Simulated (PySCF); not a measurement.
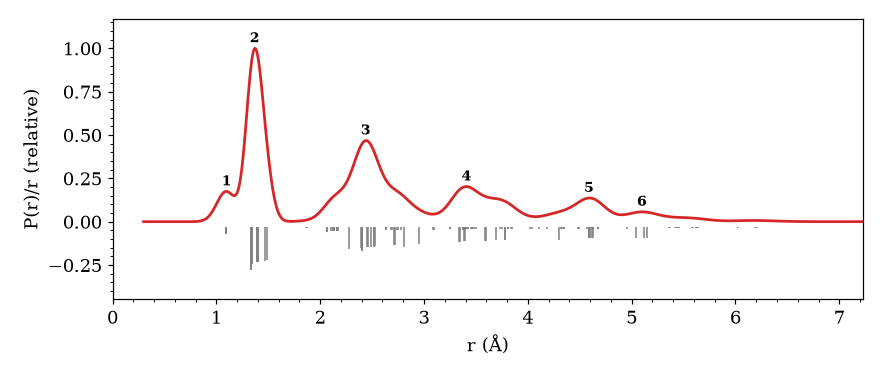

Simulated gas electron diffraction: radial distribution curve of C₉H₉N. Each pair of atoms contributes with weight ZᵢZⱼ/r (bars below the curve); damping constant 0.001 Å²; vibrational amplitudes assumed, not computed: 0.05 Å for bonds, 0.078 Å for bonds to H, 0.06 + 0.015 r up to 0.15 Å for other pairs. The geometry is the end point of an optimisation (PBE0-D3(BJ)/def2-SVP geometry optimisation, gas phase (PySCF 2.14.0, density-fitted response routines)); it may be a saddle point or a higher isomer. SMILES: C=CC(=C)c1ccncc1.

**Which pairs of atoms lie under the numbered peaks? Mark bonded pairs by – and others by ···.**

Peak 1, 1.10 Å: C–H 1.09–1.10 Å (×9)
Peak 2, 1.37 Å: N–C 1.33 Å (×2), C–C 1.34–1.49 Å (×8), not resolved
Peak 3, 2.44 Å: C···C 2.27–2.53 Å (×10), N···C 2.40 Å (×2), not resolved; in its flanks C···H 2.11–2.78 Å, C···C 2.72–2.95 Å
Peak 4, 3.41 Å: C···H 3.25–3.50 Å (×16), C···C 3.34–3.60 Å (×6), not resolved; in its flanks C···H 3.09–4.04 Å, C···C 3.70–3.78 Å
Peak 5, 4.59 Å: N···C 4.30 Å, C···H 4.32–4.67 Å (×12), C···C 4.59–4.63 Å (×6), not resolved
Peak 6, 5.10 Å: N···C 5.04–5.15 Å (×3), C···H 5.36–5.42 Å (×4), not resolved; in its flanks C···H 5.45–5.64 Å
